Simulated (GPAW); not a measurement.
**CH4BN− (SMILES [BH2-]N=C) at URPBE-D3(BJ)/sz(dzp) (scalar-relativistic datasets)**

We compute the energy along one coordinate of CH4BN−. Input form: an ASE script.

Program for the calculation: GPAW 26.7.0.

2 further runs of the same task are left out: 2 set aside as unsound or not needed.

## 1. The structure to begin with

CH4BN−: 7 atoms, total charge -1, spin state doublet. As SMILES, `[BH2-]N=C`. The coordinates come from a GFN2-xTB relaxation.

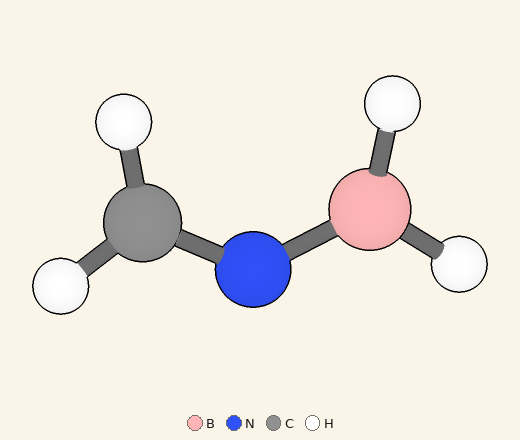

The structure, seen from a chosen angle (boron pink, nitrogen blue, carbon grey, hydrogen white).

## 2. The energy along one coordinate at URPBE-D3(BJ)/sz(dzp) (scalar-relativistic datasets)

File ch4bn.xyz:

```xyz
7

B     -1.011090     0.215890    -0.617010
N     -0.097100    -0.638420    -0.029460
C      1.002760    -0.329310     0.627020
H     -2.029390    -0.250170    -1.073600
H     -0.873010     1.431100    -0.742340
H      1.699810    -1.122220     0.913860
H      1.308010     0.693130     0.921530
```

File scan.py:

```python
from ase.calculators.mixing import SumCalculator
from ase.io import Trajectory, read
from dftd3.ase import DFTD3
from gpaw import GPAW

molecule = read('ch4bn.xyz')
molecule.center(vacuum=4.0)
molecule.set_initial_magnetic_moments([0.333333, 0.333333, 0.333333, 0.0, 0.0, 0.0, 0.0])

gpaw_calc = GPAW(mode='lcao',
                 maxiter=150,
                 h=0.22,
                 xc='RPBE',
                 symmetry='off',
                 basis='sz(dzp)',
                 charge=-1,
                 occupations={'name': 'fermi-dirac', 'width': 0.0, 'fixmagmom': True},
                 txt='ch4bn.txt')
molecule.calc = SumCalculator([DFTD3(method='RPBE', damping='d3bj'), gpaw_calc])

traj = Trajectory('scan.traj', 'w')
energies = []
for value in [1.04, 1.088, 1.137, 1.173, 1.209, 1.246, 1.282, 1.33, 1.403, 1.5]:
    molecule.set_distance(0, 3, value, fix=0, indices=[3])
    energies.append(molecule.get_potential_energy())
    molecule.get_forces()
    traj.write(molecule)
    print(f'{value:8.3f} {energies[-1]:12.5f} {gpaw_calc.get_magnetic_moments(molecule).round(2)}')

print('Relative energies (eV):', [round(e - min(energies), 3) for e in energies])
```

Command:

```bash
$ python3 scan.py
```

The program printed:

```text
1.040    -28.16160 [ 0.1 -0.   0.2 -0.  -0.  -0.  -0. ]
   1.088    -28.58542 [ 0.1 -0.   0.2 -0.  -0.  -0.  -0. ]
   1.137    -28.89560 [ 0.1 -0.   0.2 -0.  -0.  -0.  -0. ]
   1.173    -29.06210 [ 0.1  -0.    0.21 -0.   -0.   -0.   -0.  ]
   1.209    -29.18243 [ 0.1  -0.    0.21 -0.   -0.   -0.   -0.  ]
   1.246    -29.26368 [ 0.1  -0.    0.21 -0.01 -0.   -0.   -0.  ]
   1.282    -29.31179 [ 0.1  -0.    0.21 -0.01 -0.   -0.   -0.  ]
   1.330    -29.33964 [ 0.1  -0.    0.21 -0.01 -0.   -0.   -0.  ]
   1.403    -29.31349 [ 0.1  -0.    0.21 -0.01 -0.   -0.   -0.  ]
   1.500    -29.20897 [ 0.1  -0.    0.21 -0.01 -0.   -0.   -0.  ]
Relative energies (eV): [np.float64(1.178), np.float64(0.754), np.float64(0.444), np.float64(0.278), np.float64(0.157), np.float64(0.076), np.float64(0.028), np.float64(0.0), np.float64(0.026), np.float64(0.131)]
```

ch4bn.txt, cut to the lines that bear on the results:

```text
[...]
Converged in 9 steps
[...]
Energy contributions relative to reference atoms: (reference = -3234.656985)
Energy contributions:
  Kinetic:           7.373018
  Coulomb:          -6.526912
  Zero:              0.942295
  External:          0.000000
  Xc:              -30.443259
  Entropy:           0.000000
  Spinorbit:         0.000000
  ----------------------------
  Free energy:     -28.654859
  Extrapolated:    -28.654859
dipole moment: (-5.425940, -4.972814, -4.723553)  # |e|*Ang
Total magnetic moment: (0.000000, 0.000000, 0.999998)
Local magnetic moments
|        x |        y |         z |
|----------|----------|-----------|
| 0.000000 | 0.000000 |  0.100417 |  # B    0
| 0.000000 | 0.000000 | -0.001300 |  # N    1
| 0.000000 | 0.000000 |  0.209762 |  # C    2
| 0.000000 | 0.000000 | -0.007266 |  # H    3
| 0.000000 | 0.000000 | -0.004072 |  # H    4
| 0.000000 | 0.000000 | -0.004216 |  # H    5
| 0.000000 | 0.000000 | -0.003268 |  # H    6
Fermi levels: 1.307, 2.640
Eigenvalues  # (at kpt = [0.000, 0.000, 0.000])
| band index |      eig [eV] | occ [0-1] |      eig [eV] | occ [0-1] |
|------------|---------------|-----------|---------------|-----------|
|          0 |       -17.139 |     1.000 |       -16.943 |     1.000 |
|          1 |       -10.972 |     1.000 |       -10.538 |     1.000 |
|          2 |        -7.492 |     1.000 |        -7.241 |     1.000 |
[... 11 lines of this table left out ...]
|         14 |        14.060 |     0.000 |        14.355 |     0.000 |
Gap: 0.925 eV
Transition (v -> c):
[...]
Forces  # eV/Ang
|        x |        y |        z |
|----------|----------|----------|
| -4.19912 | -1.10238 | -2.05663 |  # B    0
| -1.87328 | -3.05859 | -1.32732 |  # N    1
|  0.56562 |  0.21425 |  0.55149 |  # C    2
|  1.62431 |  0.93062 |  0.79436 |  # H    3
|  0.06198 |  2.33800 | -0.28371 |  # H    4
|  2.60930 | -2.59064 |  1.02686 |  # H    5
|  0.99698 |  3.14746 |  0.87455 |  # H    6
Force computation time: 0.080  # s
timing:  # [seconds]
  Total:  74.402  # ━━━━━━━━━━━━━━━━━━━━━━━━━━━━━━━━━━━━━━━━━━━━━━━━━━━━━━━━━
  Init:    7.067  # ━━━━━╸
  SCF:    58.885  # ━━━━━━━━━━━━━━━━━━━━━━━━━━━━━━━━━━━━━━━━━━━━━
  Forces:  0.883  # ╸
  Move:    7.383  # ━━━━━╸
```

Wall time 76 s (1 thread of Intel Xeon at 2.70GHz, shared host); peak memory 0.47 GiB.

The scan, from its lowest point:

```tsv
B1–H4 (Å)	energy (kJ/mol)
1.040	113.7
1.088	72.8
1.137	42.8
1.173	26.8
1.209	15.2
1.246	7.3
1.282	2.7
1.330	0.0
1.403	2.5
1.500	12.6
```

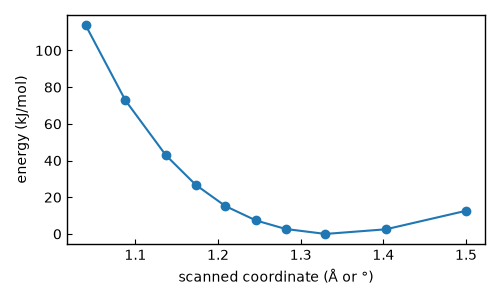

Energy along the scan.
